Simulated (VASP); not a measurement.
Band structure of Ge (diamond). Level of theory: modified Becke-Johnson potential (mBJ), VASP's PBE PAW potentials (set 64) (plane waves; VASP).

mBJ is a potential without an energy functional, so only the levels count.

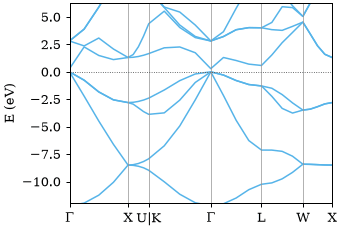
Figure. Bands along high-symmetry lines, zero at the valence-band maximum or, without a gap, the Fermi level

Question: Read the plot: is there a gap, and where are the band edges?

Answer: The gap is direct, 0.29 eV, from the valence maximum at Γ to the conduction minimum at Γ.

Measured: gap 0.79 eV (computed value off by -0.50 eV), as given by Anna Miglio et al., npj Computational Materials (2020), arXiv:2011.12765 [measured zero-point renormalisation of 52 meV added back].

The compound is Ge in the diamond structure. It was relaxed first, which changed the volume by +5 %. The cell's shape comes from a PBE relaxation.
